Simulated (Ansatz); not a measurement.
```xyz
8

Sn   -0.4369    0.0889   -0.6309
H    -0.0615   -0.1616    3.7851
H     1.2215    0.2850   -0.3184
H    -1.2484    1.1422   -1.7050
O    -0.6656   -1.8058   -1.1265
H    -1.5904   -2.0619   -1.2226
F    -1.3920    0.3083    1.0529
H    -0.4496   -0.0296    3.1412
```

Core potentials replace the inner electrons of Sn.

All numbers below come from RKS PBE0/def2-SVP in Ansatz 0.2.0.

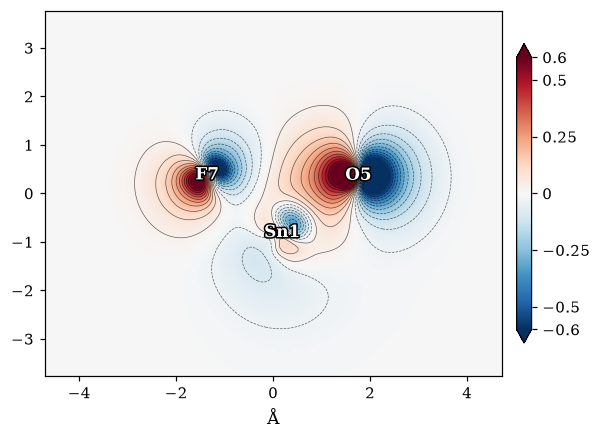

FH₃OSn···H₂. The HOMO−1 on the plane of atoms O5, Sn1 and F7 (values in Å⁻³ᐟ²; the overall sign is arbitrary).

Describe this orbital and give its energy.

It lies mainly on O5 (about 55 %), F7 (about 15 %), Sn1 (about 15 %) and H4 (about 10 %). Its energy is −9.35 eV.
